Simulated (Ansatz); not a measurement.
**C3H8BN (SMILES BNCC=C): density, localisation and related maps**

```yaml
atoms:
  - { symbol: B, position_ang: [-0.5999, 1.5270, 1.7495] }
  - { symbol: N, position_ang: [-0.7151, 0.4640, 0.8709] }
  - { symbol: C, position_ang: [-0.1654, 0.3747, -0.4676] }
  - { symbol: C, position_ang: [0.8142, -0.7473, -0.5990] }
  - { symbol: C, position_ang: [0.6923, -1.7463, -1.4606] }
  - { symbol: H, position_ang: [-1.1019, 1.4380, 2.8323] }
  - { symbol: H, position_ang: [-0.0021, 2.5046, 1.3986] }
  - { symbol: H, position_ang: [-1.2015, -0.3726, 1.1580] }
  - { symbol: H, position_ang: [0.3251, 1.3296, -0.6770] }
  - { symbol: H, position_ang: [-0.9658, 0.2487, -1.2056] }
  - { symbol: H, position_ang: [1.6624, -0.7142, 0.0816] }
  - { symbol: H, position_ang: [-0.1510, -1.8024, -2.1428] }
  - { symbol: H, position_ang: [1.4290, -2.5386, -1.5235] }
```

Geometry: PBE0-D4/def2-TZVP.

Computed with RKS PBE0-D4/def2-TZVPP (Ansatz).

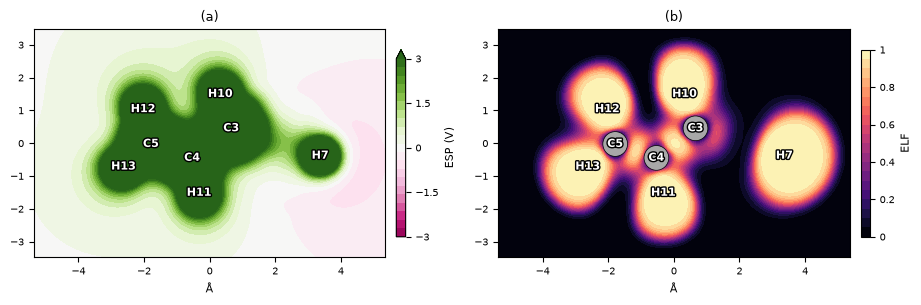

Figure 1. (a) molecular electrostatic potential; (b) electron localisation function on the plane of atoms C5, C4 and H11. Grey discs cover the atomic cores in the ELF map.

What does the map show?

- The section cuts through C and H sites.
- C–C (1.32 Å): the ELF peaks at about 0.95 between the atoms (a short, multiple covalent bond).
- C–C (1.50 Å): the ELF peaks at about 0.95 between the atoms: a shared electron pair.
- C–H (1.08 Å): the ELF climbs to about 1 towards the hydrogen, as it does in any bond to H; a covalent bond by its length.
- Outside the dense part of the molecule the potential is most negative (−0.5 V) near H7.

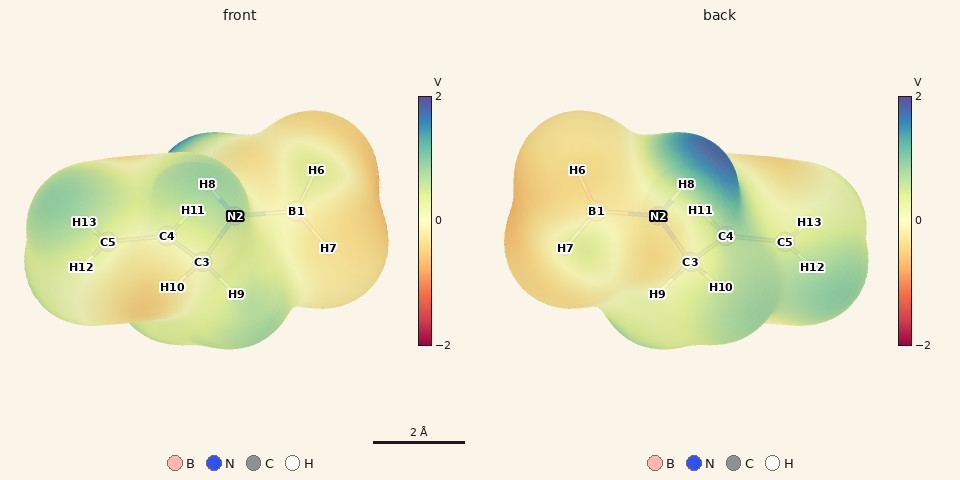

Figure 2. The electrostatic potential painted on the density surface at 0.002 e/bohr³, seen from the front and from behind; the colour scale runs from red (negative) to blue (positive).

Where is the surface potential most negative and most positive?

The most negative region (about −0.6 V) lies over H6, the most positive (about +1.8 V) over H8.

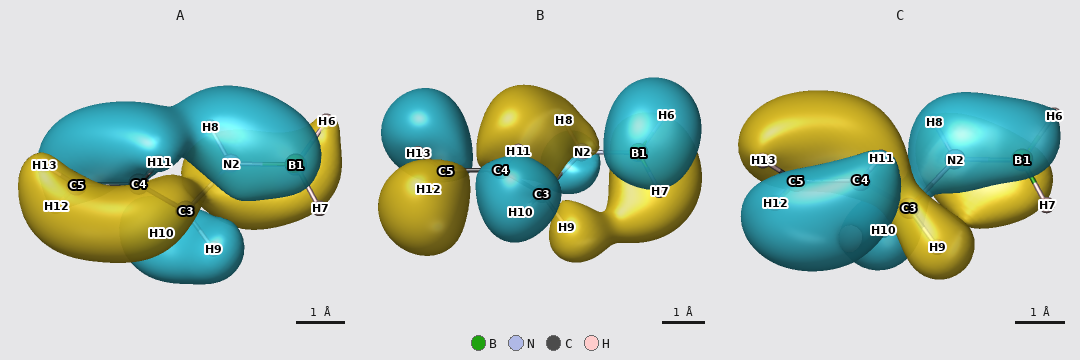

Figure 3. Three frontier orbitals at ±0.06 Å⁻³ᐟ² (yellow and cyan are the two phases), in no order.

Order the three orbitals by energy and name them.

A is the HOMO−1 (−8.23 eV). Its weight (Hirshfeld) is mainly on N2 (about 30 %), C4 (about 20 %), C5 (about 15 %), B1 (about 10 %) and C3 (about 10 %). C is the HOMO (−7.72 eV). By Hirshfeld shares it lies mainly on C5 (about 30 %), C4 (about 25 %), N2 (about 20 %), B1 (about 10 %) and C3 (about 5 %). B is the LUMO (−0.21 eV). By Hirshfeld shares it lies mainly on C5 (about 25 %), B1 (about 20 %), C4 (about 20 %) and N2 (about 5 %).

What is the HOMO–LUMO gap?

7.51 eV between the orbital energies.
